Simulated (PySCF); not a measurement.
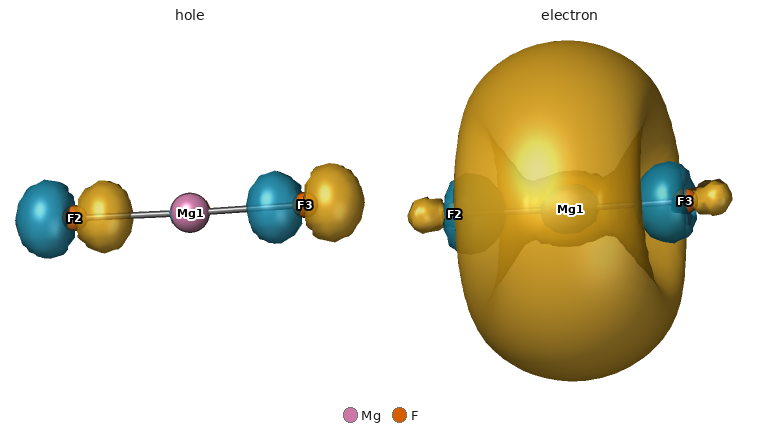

F2Mg. Leading natural transition orbital pair of S₅ (TDA singlet states); the surfaces enclose about 70 % of each orbital's density.

PySCF calculation, CAM-B3LYP/def2-SVPD, gas phase; geometry: GFN2-xTB. No frequency check shows the geometry to be a minimum. GFN2-xTB bond lengths at metals and heavier atoms can be off by up to 0.1 Å and shapes distorted, which carries into these values.

The calculation's input:

```python
import numpy as np
from pyscf import gto, scf, dft, tdscf
from pyscf.scf import atom_ks, atom_hf
from scipy.linalg import block_diag

def solve(mol, dm0=None, hcore=None):
    mf = (dft.UKS if mol.spin else dft.RKS)(mol, xc='camb3lyp')
    mf.grids.level = 3
    mf = mf.density_fit(auxbasis='def2-universal-jkfit')
    mf.conv_tol, mf.max_cycle = 1e-8, 80
    if hcore is not None:
        mf.get_hcore = lambda *args: hcore
    mf.kernel(dm0)
    if not mf.converged:
        mf = mf.newton().run(mf.mo_coeff, mf.mo_occ, max_cycle=30)
    assert mf.converged, 'SCF not converged'
    return mf

mol = gto.M(atom='''
Mg     0.00009     0.01167     0.00000
F      1.69724    -0.00778     0.00000
F     -1.69736    -0.00778     0.00000
''', basis='def2-svpd', charge=0, spin=0, verbose=4)
mf = solve(mol)
td = mf.TDA()
td.nstates, td.singlet, td.conv_tol = 6, True, 1e-5
td.kernel()
td.analyze()
x, y = np.array([p[0] for p in td.xy]), np.array([p[1] + 0 * p[0] for p in td.xy])
f, mu = td.oscillator_strength(), td.transition_dipole()
nto = [td.get_nto(state=i + 1, verbose=4) for i in range(len(td.e))]
# spherically averaged free atoms, for the promolecule
atm = atom_ks.get_atm_nrks(mol, xc='camb3lyp')
pro = block_diag(*[(atm[a[0]][2] * atm[a[0]][3]) @ atm[a[0]][2].T for a in mol._atom])
np.savez('result.npz', e=td.e, f=f, ok=td.converged, w=[n[0] for n in nto], nto=[n[1] for n in nto], x=x, y=y, c=mf.mo_coeff, occ=mf.mo_occ, eps=mf.mo_energy, pro=pro, mu=mu)
```

Command:

```sh
OMP_NUM_THREADS=1 python input.py
```

The run took 44 s on 1 thread of AMD EPYC (Zen 3) (shared host), peak memory 0.3 GiB.

### Where does the state lie, and where do hole and electron sit?

8.01 eV (155 nm), f = 0.101 (bright), partly diffuse acceptor orbital; the leading pair carries 93 %; hole on F2 and F3 (46 % each) and Mg1 (8 %), electron on Mg1 (80 %) and F2 and F3 (10 % each) (atom shares of so diffuse an orbital are rough); their centroids lie 0.1 Å apart. In canonical orbitals it is mainly HOMO−4 → LUMO (92 %). The HOMO–LUMO gap is 11.08 eV.
